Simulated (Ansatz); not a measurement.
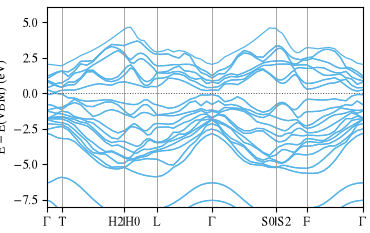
Figure: Band structure from the program Ansatz at the PBE+D3(BJ) with spin–orbit coupling level (PAW)

Question: Read off the gap and where the band edges lie.

Answer: About 0.1 eV (0.07 eV by a search for the band edges); maximum on the Γ–T line, 54 % of the way from Γ, minimum on the Γ–T line, 53 % of the way from Γ.

The material is GeSb$_{2}$Te$_{4}$ in space group R-3m (No. 166; Ge on 3a, Sb on 6c, Te on 6c, Te on 6c).

Symmetry was held in the PBE+D3(BJ) relaxation.

Potentials: the later of the program's two PAW sets.
